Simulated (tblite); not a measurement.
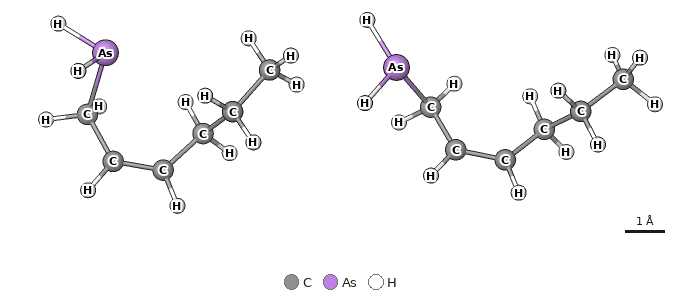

Two geometries of C6H13As, drawn at one scale. One is the start of a relaxation, the other its converged end. Style: ball-and-stick. Shown face on.

All numbers below come from GFN2-xTB geometry optimisation, gas phase in tblite 0.8.0. 

Q: Which one is relaxed?

A: The left one is the relaxed one. Over 172 geometry steps the energy falls by 148.4 kJ/mol. The largest move after the best rigid fit is that of an H atom, 1.63 Å. By element the largest moves are H 1.63 Å, As 1.38 Å, C 0.49 Å. Among the contacts that change: As–H 1.547 → 1.505 Å, C–H 1.133 → 1.091 Å, As–C 1.977 → 2.001 Å, C–C 1.471 → 1.493 Å. Bond angles that change, for instance: H–As–H 114.8° → 89.4°, C–As–H 114.1° → 94.1°, C–As–H 110.7° → 94.4°. Groups turn about C–C by about 50°, C–C by about 25°. The run took 2.3 s on 1 thread of Arm Neoverse N1, on a shared host.
